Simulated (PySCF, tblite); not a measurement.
# C5H5FN2: dynamics, then NMR shifts on frames, part 2 of 2

tblite 0.8.0 and PySCF 2.14.0. Atoms count from 0.

**5. NMR shieldings: 625 fs, PBE0/pcSseg-1**

The job: settings as JSON, then the geometry in Å.

```
{"job": {"kind": "nmr", "xc": "PBE0", "basis": "pcSseg-1", "pop": false}, "charge": 0, "multiplicity": 1}
N     -2.653300     1.276200    -1.096100
C     -2.263200     0.620000    -0.270300
C     -1.859000    -0.227500     0.793900
C     -0.296000    -0.271300     0.886000
N      0.297600     0.573700     1.570200
C     -0.170400    -1.595500     0.258300
C     -1.720700    -1.772800     0.394900
F     -2.396300    -2.224800    -0.753800
H     -2.343300     0.189100     1.694600
H      1.285500     0.479800     1.728700
H      0.020600    -1.533700    -0.788900
H      0.488200    -2.304400     0.709500
H     -2.061500    -2.402400     1.238500
```

Level: GIAO PBE0/pcSseg-1 NMR shielding, non-relativistic, gas phase.

Log:

```text
coarse grid: 11744 points
cycle   1  E = -402.1394780839  dE =  1.340e+00  |g| = 7.352e-01  |ddm| = 3.443e+00
cycle   2  E = -401.8183499189  dE =  3.211e-01  |g| = 1.467e+00  |ddm| = 1.855e+00
cycle   3  E = -402.2487679561  dE = -4.304e-01  |g| = 1.746e-01  |ddm| = 1.264e+00
cycle   4  E = -402.2543510427  dE = -5.583e-03  |g| = 7.712e-02  |ddm| = 1.687e-01
cycle   5  E = -402.2554042785  dE = -1.053e-03  |g| = 2.685e-02  |ddm| = 6.423e-02
cycle   6  E = -402.2555475411  dE = -1.433e-04  |g| = 6.826e-03  |ddm| = 2.375e-02
cycle   7  E = -402.2555563666  dE = -8.825e-06  |g| = 2.425e-03  |ddm| = 6.314e-03
final grid: 116488 points
cycle   8  E = -402.3087465794  dE = -3.480e-05  |g| = 7.054e-03  |ddm| = 3.180e-02
cycle   9  E = -402.3087342565  dE =  1.232e-05  |g| = 1.056e-02  |ddm| = 1.448e-02
cycle  10  E = -402.3087577822  dE = -2.353e-05  |g| = 1.950e-03  |ddm| = 8.511e-03
cycle  11  E = -402.3087584963  dE = -7.140e-07  |g| = 4.464e-04  |ddm| = 1.814e-03
cycle  12  E = -402.3087585261  dE = -2.985e-08  |g| = 2.412e-04  |ddm| = 4.592e-04
cycle  13  E = -402.3087585370  dE = -1.090e-08  |g| = 7.221e-05  |ddm| = 1.913e-04
cycle  14  E = -402.3087585380  dE = -1.013e-09  |g| = 2.025e-05  |ddm| = 6.845e-05
cycle  15  E = -402.3087585381  dE = -7.003e-11  |g| = 4.435e-06  |ddm| = 1.693e-05
converged SCF energy = -402.3087585381

GIAO shielding tensors (ppm)
atom      isotropic    diamagn.    paramagn.     s11        s22        s33       span
  0 N      -35.996     340.306    -376.302   -205.655   -179.507    277.173    482.828
  1 C       71.247     258.820    -187.572    -41.278    -36.800    291.820    333.098
  2 C      133.604     259.855    -126.251    108.393    135.862    156.557     48.164
  3 C       18.668     246.032    -227.364    -93.059     27.504    121.558    214.618
  4 N      -74.774     324.808    -399.582   -379.775    -82.332    237.785    617.560
  5 C      139.496     249.878    -110.382    110.742    148.405    159.341     48.599
  6 C       96.048     246.165    -150.117     56.846     73.074    158.224    101.378
  7 F      362.106     468.165    -106.058    322.365    364.826    399.129     76.764
  8 H       27.466      29.179      -1.712     24.068     26.865     31.466      7.398
  9 H       20.642      33.925     -13.284     12.592     24.361     24.972     12.381
 10 H       28.513      29.896      -1.383     26.295     27.346     31.899      5.604
 11 H       28.981      29.127      -0.146     25.244     27.673     34.025      8.781
 12 H       25.867      27.837      -1.970     22.769     25.293     29.539      6.771
```

Wall time 34 s (1 thread of Arm Neoverse N1, shared host); peak memory 0.82 GiB.

Key values: δ C3 168.3, C1 115.7, C6 90.9, C2 53.3, H9 11.08, H12 5.85 ppm.

**6. NMR shieldings: 800 fs, PBE0/pcSseg-1**

The job: settings as JSON, then the geometry in Å.

```
{"job": {"kind": "nmr", "xc": "PBE0", "basis": "pcSseg-1", "pop": false}, "charge": 0, "multiplicity": 1}
N     -2.472200     1.203900    -1.602800
C     -2.359900     0.640900    -0.614400
C     -1.969400     0.018600     0.591700
C     -0.466200    -0.110000     0.683200
N      0.323000     0.590400     1.260200
C     -0.515700    -1.503300     0.112700
C     -1.973500    -1.512600     0.430600
F     -2.878900    -2.143700    -0.323700
H     -2.335100     0.391300     1.543000
H      1.286900     0.250500     1.481800
H     -0.346800    -1.550300    -0.991900
H      0.076900    -2.312700     0.637500
H     -2.136500    -1.775800     1.449500
```

With the program's defaults for keys left out, this is: GIAO PBE0/pcSseg-1 NMR shielding, non-relativistic, gas phase.

Log:

```text
coarse grid: 11744 points
cycle   1  E = -402.1567645376  dE =  1.577e+00  |g| = 6.688e-01  |ddm| = 3.482e+00
cycle   2  E = -401.9102742612  dE =  2.465e-01  |g| = 1.293e+00  |ddm| = 1.721e+00
cycle   3  E = -402.2429810252  dE = -3.327e-01  |g| = 1.992e-01  |ddm| = 1.150e+00
cycle   4  E = -402.2506271986  dE = -7.646e-03  |g| = 6.912e-02  |ddm| = 1.837e-01
cycle   5  E = -402.2514220460  dE = -7.948e-04  |g| = 2.685e-02  |ddm| = 6.181e-02
cycle   6  E = -402.2515734903  dE = -1.514e-04  |g| = 5.941e-03  |ddm| = 2.450e-02
cycle   7  E = -402.2515798382  dE = -6.348e-06  |g| = 2.087e-03  |ddm| = 5.344e-03
final grid: 116488 points
cycle   8  E = -402.3022684347  dE = -3.591e-05  |g| = 5.898e-03  |ddm| = 3.176e-02
cycle   9  E = -402.3022611046  dE =  7.330e-06  |g| = 8.384e-03  |ddm| = 1.277e-02
cycle  10  E = -402.3022764918  dE = -1.539e-05  |g| = 1.815e-03  |ddm| = 7.490e-03
cycle  11  E = -402.3022771029  dE = -6.111e-07  |g| = 4.461e-04  |ddm| = 1.617e-03
cycle  12  E = -402.3022771335  dE = -3.056e-08  |g| = 2.357e-04  |ddm| = 4.253e-04
cycle  13  E = -402.3022771444  dE = -1.096e-08  |g| = 5.425e-05  |ddm| = 1.880e-04
cycle  14  E = -402.3022771450  dE = -5.725e-10  |g| = 1.514e-05  |ddm| = 5.878e-05
converged SCF energy = -402.3022771450

GIAO shielding tensors (ppm)
atom      isotropic    diamagn.    paramagn.     s11        s22        s33       span
  0 N      -50.620     339.472    -390.092   -222.292   -204.998    275.430    497.722
  1 C       68.012     261.277    -193.265    -45.447    -40.449    289.933    335.380
  2 C      138.423     260.299    -121.877    107.723    152.089    155.456     47.733
  3 C       31.167     247.460    -216.293    -77.215     34.245    136.471    213.686
  4 N      -70.966     326.311    -397.277   -391.191    -53.046    231.340    622.531
  5 C      135.681     250.330    -114.649    102.840    145.158    159.045     56.206
  6 C      115.366     250.615    -135.248     77.905     92.185    176.008     98.103
  7 F      405.236     465.394     -60.157    375.059    403.948    436.702     61.642
  8 H       28.125      30.124      -1.999     25.200     26.634     32.541      7.342
  9 H       20.084      32.454     -12.369     13.000     23.296     23.956     10.956
 10 H       27.194      28.969      -1.775     25.370     25.718     30.494      5.124
 11 H       27.862      28.584      -0.722     24.150     26.391     33.046      8.896
 12 H       27.506      31.292      -3.786     23.712     27.458     31.347      7.635
```

Run time: 32 s. Hardware: 1 thread of Arm Neoverse N1, shared host; peak memory 0.82 GiB.

This run: δ C3 155.8, C1 118.9, C6 71.6, C5 51.2, H9 11.63, H10 4.52 ppm.

**7. Nuclear shieldings: 1000 fs, PBE0/pcSseg-1**

The job: settings as JSON, then the geometry in Å.

```
{"job": {"kind": "nmr", "xc": "PBE0", "basis": "pcSseg-1", "pop": false}, "charge": 0, "multiplicity": 1}
N     -2.741400     0.782700    -1.473200
C     -2.422800     0.448600    -0.442200
C     -1.993900    -0.120200     0.805300
C     -0.493700    -0.569500     0.700800
N      0.466000     0.157600     0.520400
C     -0.809700    -2.042900     1.006800
C     -2.334700    -1.632400     1.077100
F     -3.074500    -2.279000     0.108400
H     -2.167200     0.464500     1.670700
H      1.339100    -0.456300     0.304500
H     -0.562100    -2.742300     0.164000
H     -0.569500    -2.320400     2.086200
H     -2.935700    -1.665200     2.003500
```

Method: GIAO PBE0/pcSseg-1 NMR shielding, non-relativistic, gas phase.

Log:

```text
coarse grid: 11744 points
cycle   1  E = -402.1416096115  dE =  1.239e+00  |g| = 7.066e-01  |ddm| = 3.438e+00
cycle   2  E = -401.8533249813  dE =  2.883e-01  |g| = 1.395e+00  |ddm| = 1.753e+00
cycle   3  E = -402.2424010760  dE = -3.891e-01  |g| = 1.752e-01  |ddm| = 1.184e+00
cycle   4  E = -402.2479168865  dE = -5.516e-03  |g| = 7.801e-02  |ddm| = 1.725e-01
cycle   5  E = -402.2489898377  dE = -1.073e-03  |g| = 2.607e-02  |ddm| = 6.422e-02
cycle   6  E = -402.2491302385  dE = -1.404e-04  |g| = 6.856e-03  |ddm| = 2.329e-02
cycle   7  E = -402.2491390580  dE = -8.819e-06  |g| = 2.319e-03  |ddm| = 6.372e-03
final grid: 116488 points
cycle   8  E = -402.3026202419  dE = -3.469e-05  |g| = 6.065e-03  |ddm| = 3.064e-02
cycle   9  E = -402.3026119340  dE =  8.308e-06  |g| = 8.909e-03  |ddm| = 1.249e-02
cycle  10  E = -402.3026286341  dE = -1.670e-05  |g| = 1.531e-03  |ddm| = 7.016e-03
cycle  11  E = -402.3026290856  dE = -4.514e-07  |g| = 3.589e-04  |ddm| = 1.446e-03
cycle  12  E = -402.3026291052  dE = -1.964e-08  |g| = 1.893e-04  |ddm| = 3.725e-04
cycle  13  E = -402.3026291116  dE = -6.425e-09  |g| = 6.514e-05  |ddm| = 1.526e-04
cycle  14  E = -402.3026291124  dE = -8.146e-10  |g| = 2.002e-05  |ddm| = 6.110e-05
converged SCF energy = -402.3026291124

GIAO shielding tensors (ppm)
atom      isotropic    diamagn.    paramagn.     s11        s22        s33       span
  0 N      -41.494     340.364    -381.859   -218.098   -190.748    284.363    502.461
  1 C       72.218     258.517    -186.299    -40.987    -32.392    290.033    331.020
  2 C      139.500     259.003    -119.504    113.233    147.418    157.849     44.616
  3 C       15.961     247.812    -231.851    -94.993     29.439    113.437    208.430
  4 N      -79.016     328.757    -407.773   -360.360    -73.477    196.788    557.148
  5 C      128.407     252.050    -123.643     87.622    145.991    151.610     63.988
  6 C       98.362     249.753    -151.392     59.989     75.786    159.311     99.322
  7 F      378.243     467.211     -88.968    352.846    369.651    412.231     59.385
  8 H       28.896      31.405      -2.509     26.025     28.407     32.256      6.231
  9 H       21.145      30.766      -9.621     16.064     22.956     24.416      8.352
 10 H       27.154      27.649      -0.496     23.739     26.347     31.376      7.637
 11 H       26.804      27.222      -0.418     23.446     26.068     30.899      7.453
 12 H       25.962      28.275      -2.313     22.205     25.897     29.782      7.577
```

Wall time 32 s (1 thread of Arm Neoverse N1, shared host); peak memory 0.82 GiB.

Key values: δ C3 171.0, C1 114.7, C6 88.6, C5 58.5, H9 10.57, H12 5.76 ppm.

**8. Side by side: NMR shifts**

Shifts (ppm) of some atoms, chosen among heavy atoms and hydrogens apart, with basis size and wall time:

| frame | C3 | C6 | H8 | H12 | N4 | N0 | F7 | functions | time |
| --- | --- | --- | --- | --- | --- | --- | --- | --- | --- |
| 250 fs | 166.7 | 79.5 | 5.86 | 4.70 | 331.9 | 316.7 | -210.6 | 161 | 33 s |
| 425 fs | 170.6 | 98.9 | 3.41 | 7.15 | 352.8 | 303.4 | -171.2 | 161 | 32 s |
| 625 fs | 168.3 | 90.9 | 4.25 | 5.85 | 342.5 | 303.7 | -191.2 | 161 | 34 s |
| 800 fs | 155.8 | 71.6 | 3.59 | 4.21 | 338.7 | 318.3 | -234.3 | 161 | 32 s |
| 1000 fs | 171.0 | 88.6 | 2.82 | 5.76 | 346.7 | 309.2 | -207.3 | 161 | 32 s |

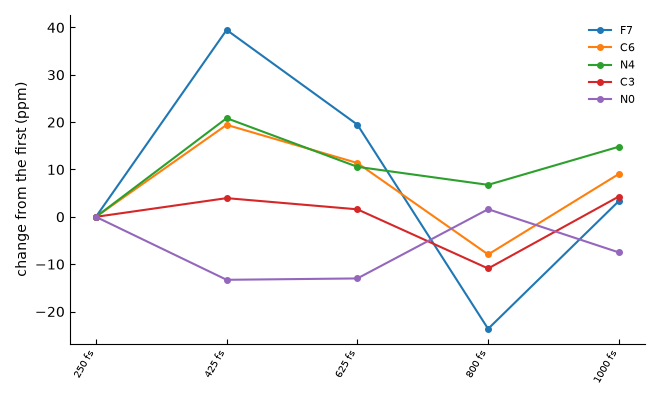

How five of the tabulated atoms move from run to run.

**9. Results**

What follows sums up all 2 parts.

| quantity | value |
| --- | --- |
| thermostat | 400 K |
| mean temperature, second half | 334 K |
| mean potential energy above the minimum | 0.52 eV |
| 13C shifts against TMS (PBE0/pcSseg-1, 250 fs) | 166.7, 116.1, 79.5, 60.6, 52.1 ppm |
| 1H shifts against TMS (PBE0/pcSseg-1, 250 fs) | 10.27, 5.86, 4.70, 3.01, 2.93 ppm |
| 15N shifts against NH3 (PBE0/pcSseg-1, 250 fs) | 331.9, 316.7 ppm |
| 19F shifts against CFCl3 (PBE0/pcSseg-1, 250 fs) | -210.6 ppm |
| range of the shift of F7 | -234.3 to -171.2 ppm |

What this shows: In the second half the potential energy averages 0.52 eV above the minimum; equipartition over 33 harmonic modes at 400 K would give 0.57 eV. With 13 atoms the temperature swings widely (195 to 535 K). Shifts at one fixed geometry are not the observed spectrum, which averages over the motion. In the first frame run (250 fs): The widest tensor belongs to N4: span 620 ppm, with a paramagnetic part of -386 ppm. Across the 5 runs the shift of F7 moves most, between -234.3 (800 fs) and -171.2 ppm (425 fs).
